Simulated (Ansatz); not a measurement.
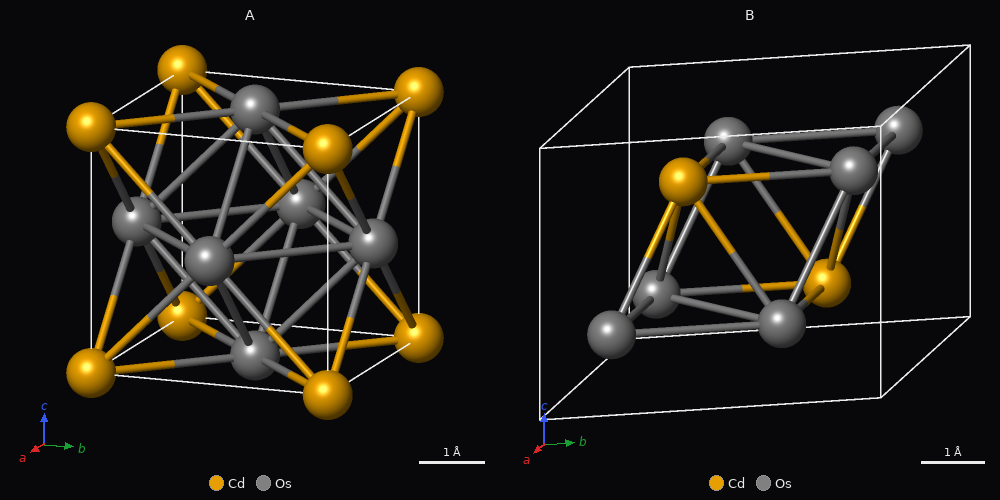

Two structures of CdOs$_{3}$, each relaxed to rest (conventional cells in solid outline, small ones repeated, not to one scale). Method: Ansatz, DFT PBE, scalar-relativistic, plane waves, PAW, without spin polarisation.

### What are A and B?

A: Cu₃Au (L1₂) type, Pm-3m. B: 8 atoms a cell on a primitive hexagonal lattice, P6_3/mmc.

### Which structure wins energetically, and by what margin?

B is lower, by 108 meV/atom at this level of theory (energies at zero smearing). Volumes: A 15.5, B 15.4 Å³/atom.

One or both may be structure types tried for this composition rather than known phases.
